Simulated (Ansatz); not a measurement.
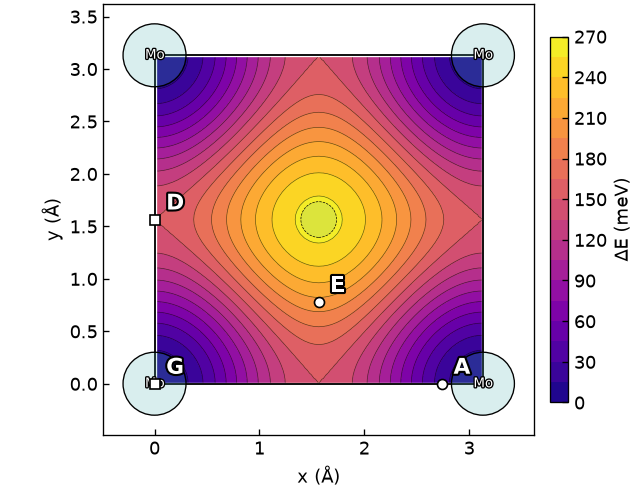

F on a Mo(100) slab cut from the Im-3m phase, its upper half relaxed before the scan (16 atoms of substrate and one adsorbate in a 2 × 2 cell). 
- F is moved over the surface cell at a fixed height above a rigid substrate; the origin of the map has the adsorbate above Mo13; the height is held at 3.10 Å.
- Places are given modulo a cell vector. The map is drawn in real space over the plane of the surface.
- The scan uses an 8 × 8 grid; 15 points were computed and 49 follow by symmetry.
- Places are given in fractions of the 1 × 1 surface cell.
- Energies: meV, counted from the lowest grid point.
- The runs have no spin polarisation, so an open-shell adsorbate far from the surface lies too high. At a fixed height the lowest place need not be the adsorption site.
- These are results of DFT PBE+D3(BJ), scalar-relativistic, plane waves, PAW (Ansatz 0.2.0), not measurements. Settings: cutoff 420 eV, k-mesh 5×5×1, gaussian smearing 0.1 eV, no spin polarisation.

Drawn: filled contours, labelled circles for the atoms of the top layer and small ones for the second layer, the outline of one cell of the plane, lettered points. Between grid points the surface is interpolated.

Q: Rank the lettered points by energy, lowest first.

A: G (0 meV), A (22 meV), D (150 meV), E (206 meV).

Q: What kind of point is each of D, E, G: minimum, saddle, maximum or slope?

A: D: saddle point; E: on a slope; G: minimum. (In these two coordinates alone; a stationary point may lie a little off the grid point.)

PAW datasets: the set soft_1.
